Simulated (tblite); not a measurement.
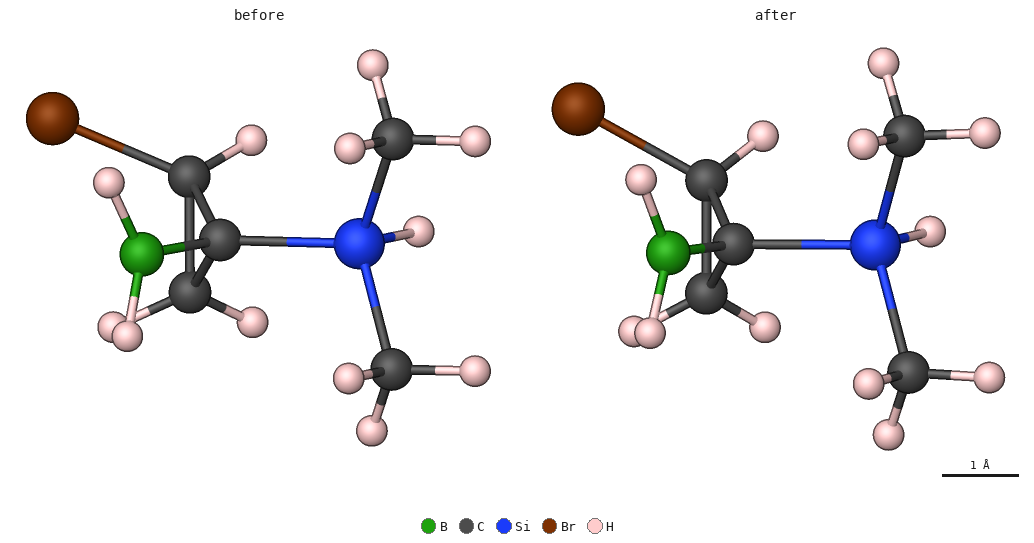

The structure of C₅H₁₂BBrSi before (left) and after (right) a relaxation, at one scale.

A ball-and-stick model, seen at a tilt.

Theory: GFN2-xTB geometry optimisation, gas phase (tblite). 

### Summarise the run.

The energy falls by 0.417 eV in 56 geometry steps. The largest move after the best rigid fit is that of an H atom, 0.21 Å. Largest moves by element: H 0.21 Å, Br 0.17 Å, B 0.13 Å, C 0.09 Å, Si 0.03 Å. Among the contacts that change: C–Si 1.868 → 1.918 Å, B–C 1.590 → 1.543 Å, C–C 1.537 → 1.492 Å, C–H 1.117 → 1.081 Å. Among the angles between lasting bonds that change: Br–C–H 119.4° → 109.3°, B–C–C 114.7° → 123.8°, B–C–Si 119.1° → 110.7°. Cost: 0.82 s on 1 thread of Arm Neoverse N1, with other jobs on the host.
